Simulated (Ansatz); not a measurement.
LiMg6 (space group Pm-3m, No. 221). Coordinates: the input geometry of an electronic-structure calculation (not necessarily at equilibrium); the starting structure was generated, so it need not be a known form of this composition.

```
Li Mg
1.0
     7.13216    0.00000    0.00000
     0.00000    7.13216    0.00000
     0.00000    0.00000    7.13216
Li Mg
1 6
Direct
  0.00000 0.00000 0.00000
  0.50000 0.50000 0.19820
  0.50000 0.50000 0.80180
  0.19820 0.50000 0.50000
  0.80180 0.50000 0.50000
  0.50000 0.19820 0.50000
  0.50000 0.80180 0.50000
```

Bonds are taken as Mg–Mg below 3.4 Å. Atoms with one bond or none are removed and atoms with two bonds are replaced by edges, until no such atom is left.

What net does this leave?

The result is a uninodal 5-connected, three-periodic net: Mg is a 5-connected node. Li drops out. It is a single net, without interpenetration.

| node | links | point symbol | coordination sequence |
| --- | --- | --- | --- |
| Mg | 5 | 3^4.4^2.8^4 | 5 9 22 37 57 |

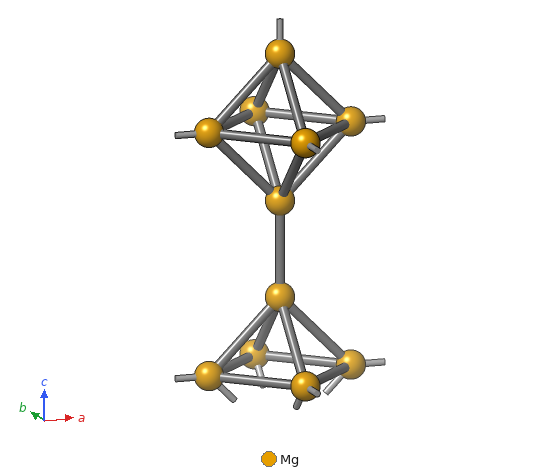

Nodes are coloured by topological kind. Short stubs are edges that leave the cut-out.
